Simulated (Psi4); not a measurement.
# C2HBF (SMILES C#C[B]F) at UB2PLYP/cc-pVDZ (density fitting for correlation, ints tolerance 1e-12, sweep point 6)

What is the vertical doublet–quartet gap of C2HBF at UB2PLYP/cc-pVDZ (density fitting for correlation, ints tolerance 1e-12, sweep point 6)? 

The results are computed with Psi4 1.11.

4 further runs of the same task are left out: 4 set aside as unsound or not needed.

### 1 The structure to begin with

The species is C2HBF (5 atoms), meant as a doublet with charge 0. As SMILES, `C#C[B]F`. Geometry: relaxed at GFN2-xTB.

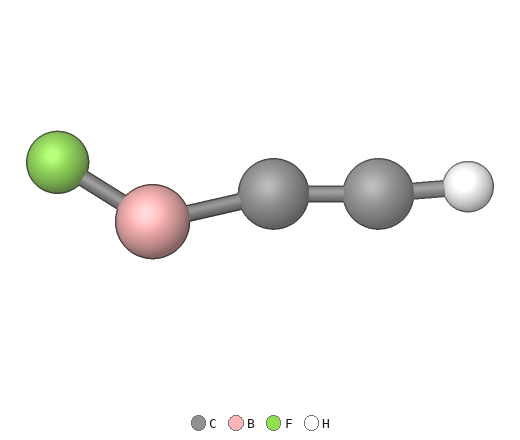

The structure, seen from a chosen angle (carbon grey, boron pink, fluorine green, hydrogen white).

### 2 A single-point energy at UB2PLYP/cc-pVDZ (density fitting for correlation, ints tolerance 1e-12, sweep point 6)

Contents of c2hbf.in:

```
memory 1600 MB

molecule mol {
  0 2
  C      0.474210     1.182570    -0.300500
  C      0.054740     0.071670    -0.013790
  B     -0.121090    -1.312180     0.405000
  F     -1.161060    -2.103920     0.468170
  H      0.753200     2.161860    -0.558870
  symmetry c1
}

set globals {
  basis cc-pVDZ
  reference uks
  puream true
  scf_type direct
  dft_radial_points 99
  dft_spherical_points 590
  num_frozen_docc 4
  ints_tolerance 1e-12
  maxiter 100
}

energy("b2plyp")
```

Launch:

```
$ psi4 -i c2hbf.in -o c2hbf.out -n 1
```

c2hbf.out:

```text
[...]
  Running in c1 symmetry.
[...]
  Nuclear repulsion =   75.665677248031173
[...]
  Multiplicity = 2
[...]
  Nalpha       = 14
  Nbeta        = 13
[...]
    Number of basis functions: 61
[...]
   @DF-UKS iter   1:  -200.90975487285110   -7.21956e-01   8.42227e-03 DIIS/ADIIS
[...]
   @UKS iter  16:  -201.08133863166105   -3.18832e-09   4.21772e-07 DIIS
[...]
   @S^2 Observed:                7.689886286E-01
[...]
    Orbital Energies [Eh]
    ---------------------
    Alpha Occupied:
       1A    -25.401989     2A    -10.668995     3A    -10.634515
       4A     -7.205528     5A     -1.409933     6A     -0.892152
       7A     -0.701216     8A     -0.651983     9A     -0.599737
      10A     -0.565362    11A     -0.561656    12A     -0.379573
      13A     -0.365272    14A     -0.252324
    Alpha Virtual:
      15A     -0.021787    16A      0.070607    17A      0.125708
      18A      0.164951    19A      0.208922    20A      0.224347
      21A      0.344455    22A      0.353693    23A      0.375183
      24A      0.441538    25A      0.551459    26A      0.559806
[...]
  @UKS Final Energy:  -201.08133863166105
   => Energetics <=
    Nuclear Repulsion Energy =             75.6656772480311730
    One-Electron Energy =                -424.4348834186730528
    Two-Electron Energy =                 159.9805552343367196
    DFT Exchange-Correlation Energy =     -12.2926876953558875
    Empirical Dispersion Energy =           0.0000000000000000
    VV10 Nonlocal Energy =                  0.0000000000000000
    Total Energy =                       -201.0813386316610547
[...]
 Multipole Moments:
 ------------------------------------------------------------------------------------
     Multipole            Electronic (a.u.)      Nuclear  (a.u.)        Total (a.u.)
 ------------------------------------------------------------------------------------
 L = 1.  Multiply by 2.5417464519 to convert [e a0] to [Debye]
 Dipole X            :         -1.4368542            1.6328417            0.1959875
 Dipole Y            :         -3.9561561            4.6141877            0.6580316
 Dipole Z            :          1.0190800           -1.1945097           -0.1754296
 Magnitude           :                                                    0.7086552
[...]
```

Run time: 18 s. Hardware: 1 thread of Intel Xeon at 2.70GHz, shared host; peak memory 0.66 GiB.

### 3 The quartet at the same level

Contents of job.inp:

```
memory 1600 mb

molecule m {
  0 4
  C      0.474210     1.182570    -0.300500
  C      0.054740     0.071670    -0.013790
  B     -0.121090    -1.312180     0.405000
  F     -1.161060    -2.103920     0.468170
  H      0.753200     2.161860    -0.558870
  symmetry c1
}

set {
  basis cc-pVDZ
  reference uks
  puream true
  scf_type direct
  dft_radial_points 99
  dft_spherical_points 590
  num_frozen_docc 4
  ints_tolerance 1e-12
  maxiter 100
}

E, wfn = energy('b2plyp', return_wfn=True)
```

Launch:

```
$ psi4 -i job.inp -o job.out -n 1
```

job.out:

```text
[...]
  Running in c1 symmetry.
[...]
  Nuclear repulsion =   75.665677248031173
[...]
  Multiplicity = 4
[...]
  Nalpha       = 15
  Nbeta        = 12
[...]
    Number of basis functions: 61
[...]
   @DF-UKS iter   1:  -200.83037395995771   -6.42575e-01   6.49874e-03 DIIS/ADIIS
[...]
   @UKS iter  19:  -200.92848519481791   -2.93346e-09   2.71735e-07 DIIS
[...]
   @S^2 Observed:                3.774320969E+00
[...]
    Orbital Energies [Eh]
    ---------------------
    Alpha Occupied:
       1A    -25.371289     2A    -10.704807     3A    -10.688758
       4A     -7.161232     5A     -1.382887     6A     -0.969413
       7A     -0.721947     8A     -0.647087     9A     -0.601535
      10A     -0.552402    11A     -0.547216    12A     -0.461928
      13A     -0.439486    14A     -0.245694    15A     -0.193798
    Alpha Virtual:
      16A      0.026602    17A      0.113185    18A      0.125854
      19A      0.205353    20A      0.217034    21A      0.340027
      22A      0.351790    23A      0.365257    24A      0.423671
      25A      0.512980    26A      0.522358    27A      0.591892
[...]
  @UKS Final Energy:  -200.92848519481791
   => Energetics <=
    Nuclear Repulsion Energy =             75.6656772480311730
    One-Electron Energy =                -424.2191481457324471
    Two-Electron Energy =                 159.9321822122608410
    DFT Exchange-Correlation Energy =     -12.3071965093774640
    Empirical Dispersion Energy =           0.0000000000000000
    VV10 Nonlocal Energy =                  0.0000000000000000
    Total Energy =                       -200.9284851948179096
[...]
 Multipole Moments:
 ------------------------------------------------------------------------------------
     Multipole            Electronic (a.u.)      Nuclear  (a.u.)        Total (a.u.)
 ------------------------------------------------------------------------------------
 L = 1.  Multiply by 2.5417464519 to convert [e a0] to [Debye]
 Dipole X            :         -1.3135322            1.6328417            0.3193096
 Dipole Y            :         -3.4914410            4.6141877            1.1227466
 Dipole Z            :          0.8920069           -1.1945097           -0.3025028
 Magnitude           :                                                    1.2058302
[...]
```

It took 26 s on 1 thread of Intel Xeon at 2.70GHz, shared host; peak memory 0.66 GiB.

### 4 What came out

At UB2PLYP/cc-pVDZ (density fitting for correlation, ints tolerance 1e-12, sweep point 6), 4 core orbitals frozen:

| quantity | value |
| --- | --- |
| doublet: total energy | -201.24542 Eh |
| doublet: HOMO energy (SCF part's orbitals) (highest over α and β) | -6.87 eV |
| doublet: LUMO energy (SCF part's orbitals) (lowest over α and β) | -0.59 eV |
| doublet: ⟨S²⟩ | 0.769 |
| quartet: total energy | -201.07490 Eh |
| quartet: HOMO energy (SCF part's orbitals) (highest over α and β) | -5.27 eV |
| quartet: LUMO energy (SCF part's orbitals) (lowest over α and β) | -4.33 eV |
| quartet: ⟨S²⟩ | 3.774 |
| vertical energy of the quartet above the doublet | 4.640 eV |

**Reading.** At this shape the quartet lies 4.64 eV (448 kJ/mol) above the doublet.
